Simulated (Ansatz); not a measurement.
# SnH2F (SMILES [F][SnH2]) at 6 levels

We compute a comparison of 6 runs (U-wB97M-V/STO-3G, UB2PLYP/STO-3G, UHSE06/STO-3G, USVWN5/STO-3G, UCCSDT/STO-3G, UCCSD/STO-3G) of SnH2F. 

Program for the calculation: Ansatz 0.2.0.

59 further runs of the same task are left out: 7 that didn't finish, 52 set aside as unsound or not needed.

## 1. The structure to begin with

SnH2F has 4 atoms, charge 0, and is taken as a doublet. SMILES: `[F][SnH2]`. The H4–Sn2 distance was set to 2.158 Å, away from the relaxed value.

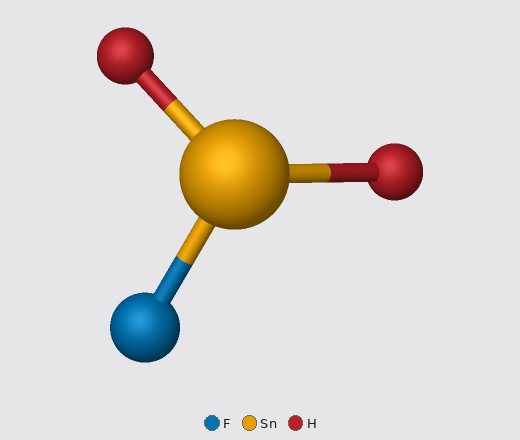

The structure, seen from a chosen angle (fluorine blue, tin amber, hydrogen red).

## 2. The energy at U-wB97M-V/STO-3G (run 1)

molecule.yaml reads:

```yaml
crystal:
  periodic: [false, false, false]
  atoms:
    - {symbol: F, position_ang: [-1.644445, -0.607078, 0.702797]}
    - {symbol: Sn, position_ang: [-0.063545, -0.659278, -0.406203]}
    - {symbol: H, position_ang: [1.092255, -1.471478, 0.586197]}
    - {symbol: H, position_ang: [0.395700, 1.426200, -0.716700]}
basis:
  gaussian:
    orbitals: STO-3G
magnetization:
  spin_polarized: true
  initial_magnetization: 1
hamiltonian:
  xc: {name: wB97M-V}
accuracy: high
```

On the command line:

```console
$ ansatz run molecule.yaml --threads 1 --pin off --max-ram 2610MiB --events-out events.jsonl --progress --plain --runs-dir runs
```

Standard output:

```text
Warning: RAYON_NUM_THREADS=1 ignored (pool sized by the plan → 1); use --threads N
Functional definition: wB97M-V
  name "wB97M-V"
  parameter omega = 0.3/bohr
  parameter cx = 0.15
  parameter cx01 = 1.007
  parameter cx10 = 0.259
  parameter css00 = 0.443
  parameter css04 = -1.437
  parameter css10 = -4.535
  parameter css20 = -3.390
  parameter css43 = 4.278
  parameter cos00 = 1.000
  parameter cos10 = 1.358
  parameter cos20 = 2.924
  parameter cos21 = -8.812
  parameter cos60 = -1.390
  parameter cos61 = 9.142
  parameter b = 6.0
  parameter c = 0.01
  gx(w, u) = 1 - cx + cx01*u + cx10*w
  gss(w, u) = css00 + css04*u^4 + css10*w + css20*w^2 + css43*w^4*u^3
  gos(w, u) = cos00 + cos10*w + (cos20 + cos21*u)*w^2 + (cos60 + cos61*u)*w^6
  exchange = spin_sum(e_x_unif_sr(omega)*gx(b97_w, b97_u_x)) + cx*exact_x_sr(omega) + exact_x_lr(omega)
  correlation = spin_sum(e_c_pw_mod_same_spin*gss(b97_w, b97_u_same))
      + integral(e_c_pw_mod_opposite_spin*gos(b97_w_opposite, b97_u_opposite)) + vv10(b, c)
612 factors; integrals over basis functions are off by at most 4.8e-9 eV
135 factors; integrals over basis functions are off by at most 5.7e-10 eV
mean field evaluation 1: about -165033.0006 eV, gradient 1.2e1 eV
mean field evaluation 2: about -165033.3893 eV, gradient 1.5e1 eV
mean field evaluation 4: about -165034.9392 eV, gradient 5.1e-1 eV
mean field evaluation 8: about -165034.8705 eV, gradient 2.4e-2 eV
mean field evaluation 16: about -165034.8705 eV, gradient 1.6e-4 eV
mean field -165034.87048752 eV, -6064.9196257634 hartree, gradient 3.7e-8 eV, S^2 0.754410; 0 other end points of the search recorded, 0 dependent functions left out
reference -165034.87048975 eV, -6064.9196258455 hartree; 31, 30 occupied and 3, 4 virtual orbitals, 612 factors
Total energy: -165034.87048975 eV, -6064.9196258455 hartree
```

Wall time 30 s (1 thread of Arm Neoverse V2, shared host); peak memory 0.53 GiB.

## 3. A single-point energy at UB2PLYP/STO-3G (run 2)

run.yaml reads:

```yaml
crystal:
  periodic: [false, false, false]
  atoms:
    - {symbol: F, position_ang: [-1.644445, -0.607078, 0.702797]}
    - {symbol: Sn, position_ang: [-0.063545, -0.659278, -0.406203]}
    - {symbol: H, position_ang: [1.092255, -1.471478, 0.586197]}
    - {symbol: H, position_ang: [0.395700, 1.426200, -0.716700]}
basis:
  gaussian: {orbitals: STO-3G}
magnetization: {spin_polarized: true, initial_magnetization: 1}
hamiltonian: {xc: {name: B2PLYP}}
correlation: {frozen_orbitals: {F: 1, H: 0, Sn: 18}}
accuracy: high
```

On the command line:

```console
$ ansatz run run.yaml --threads 1 --pin off --max-ram 2610MiB --events-out events.jsonl --progress --plain --runs-dir runs
```

Standard output, shortened:

```text
Warning: RAYON_NUM_THREADS=1 ignored (pool sized by the plan → 1); use --threads N
Functional definition: B2PLYP
  name "B2PLYP"
[...]
612 factors; integrals over basis functions are off by at most 4.8e-9 eV
[...]
mean field -165015.33812772 eV, -6064.2018247802 hartree, gradient 5.8e-8 eV, S^2 0.761076; 0 other end points of the search recorded, 0 dependent functions left out
19 core orbitals not correlated: weight in the atoms' cores, before any rotation towards them, 1.000 or more for the frozen orbitals, at most 0.000 for the correlated occupied ones
reference -165015.33814377 eV, -6064.2018253702 hartree; 12, 11 occupied and 3, 4 virtual orbitals, 612 factors
second order -2.30118536 eV of doubles, -0.00000000 eV of singles
Total energy: -165015.95946382 eV, -6064.2246584608 hartree
```

It took 3.3 s on 1 thread of Arm Neoverse V2, shared host; peak memory 0.17 GiB.

## 4. The energy at UHSE06/STO-3G (run 3)

Edit run.yaml of step 3 so:

```diff
@@ -10,4 +10,3 @@
 magnetization: {spin_polarized: true, initial_magnetization: 1}
-hamiltonian: {xc: {name: B2PLYP}}
-correlation: {frozen_orbitals: {F: 1, H: 0, Sn: 18}}
+hamiltonian: {xc: {name: HSE06}}
 accuracy: high
```

On the command line:

```console
$ ansatz run run.yaml --threads 1 --pin off --max-ram 2610MiB --events-out events.jsonl --progress --plain --runs-dir runs
```

Standard output:

```text
Warning: RAYON_NUM_THREADS=1 ignored (pool sized by the plan → 1); use --threads N
Functional definition: HSE06
  name "HSE06"
  parameter a = 0.25
  parameter omega = 0.11/bohr
  exchange = pbe_x - a*pbe_x_sr(omega) + a*exact_x_sr(omega)
  correlation = pbe_c
612 factors; integrals over basis functions are off by at most 4.8e-9 eV
50 factors; integrals over basis functions are off by at most 4.9e-10 eV
mean field evaluation 1: about -165021.5128 eV, gradient 1.0e1 eV
mean field evaluation 2: about -165015.8942 eV, gradient 3.1e1 eV
mean field evaluation 4: about -165022.7720 eV, gradient 9.9e-1 eV
mean field evaluation 8: about -165022.7272 eV, gradient 1.5e-2 eV
mean field evaluation 16: about -165022.7272 eV, gradient 1.5e-5 eV
mean field -165022.72716877 eV, -6064.4733670304 hartree, gradient 2.9e-8 eV, S^2 0.753488; 0 other end points of the search recorded, 0 dependent functions left out
reference -165022.72717046 eV, -6064.4733670924 hartree; 31, 30 occupied and 3, 4 virtual orbitals, 612 factors
Total energy: -165022.72717046 eV, -6064.4733670924 hartree
```

Run time: 3.3 s. Hardware: 1 thread of Arm Neoverse V2, shared host; peak memory 0.17 GiB.

Runs 4 to 5 aren't shown in full; the table further down has their settings and results.

## 5. A single-point energy at UCCSD/STO-3G (run 6)

job.yaml reads:

```yaml
crystal:
  periodic: [false, false, false]
  atoms:
    - {symbol: F, position_ang: [-1.644445, -0.607078, 0.702797]}
    - {symbol: Sn, position_ang: [-0.063545, -0.659278, -0.406203]}
    - {symbol: H, position_ang: [1.092255, -1.471478, 0.586197]}
    - {symbol: H, position_ang: [0.395700, 1.426200, -0.716700]}
basis:
  gaussian:
    orbitals: STO-3G
magnetization:
  spin_polarized: true
  initial_magnetization: 1
correlation:
  method: ccsd
  frozen_orbitals: {F: 1, H: 0, Sn: 18}
accuracy: high
scf:
  omitted_lower_state_checks: [cluster_reference, increment]
```

On the command line:

```console
$ ansatz run job.yaml --threads 1 --pin off --max-ram 2610MiB --events-out events.jsonl --progress --plain --runs-dir runs
```

Standard output:

```text
Warning: RAYON_NUM_THREADS=1 ignored (pool sized by the plan → 1); use --threads N
[... 12 lines left out ...]
19 core orbitals not correlated: weight in the atoms' cores, before any rotation towards them, 1.000 or more for the frozen orbitals, at most 0.000 for the correlated occupied ones
[... 29 lines left out ...]
Total energy: -164968.31189680 eV, -6062.4736426694 hartree
Checks for a lower state left out: cluster_reference, increment
```

It took 0.94 s on 1 thread of Arm Neoverse V2, shared host; peak memory 0.1 GiB.

## 6. Overview of the runs

```
run             level  frozen core orbitals   energy (Eh)   ⟨S²⟩  wall time
  1  U-wB97M-V/STO-3G                     –  -6064.919626  0.754       30 s
  2    UB2PLYP/STO-3G                    19  -6064.224658  0.761      3.3 s
  3     UHSE06/STO-3G                     –  -6064.473367  0.753      3.3 s
  4     USVWN5/STO-3G                     –  -6058.396639  0.751      1.5 s
  5     UCCSDT/STO-3G                    19  -6062.478333  0.786      1.6 s
  6      UCCSD/STO-3G                    19  -6062.473643  0.786     0.94 s
```

## 7. What came out

| quantity | value |
| --- | --- |
| run 6: total energy | -6062.47364 Eh |
| run 6: correlation energy (19 core orbitals frozen) | -81.2 mEh |
| run 6: ⟨S²⟩ of the reference determinant | 0.786 |
| run 6: T1 diagnostic | 0.021 |

What this shows: Totals of different functionals can't be ranked against each other. In runs 1, 2, 3, 4, 5, 6 the basis is minimal, so the values are rough. In runs 1, 2, 3, 4, 5, 6 relativity is left out where basis or elements ask for it. All runs together took 41 s, the longest 30 s.
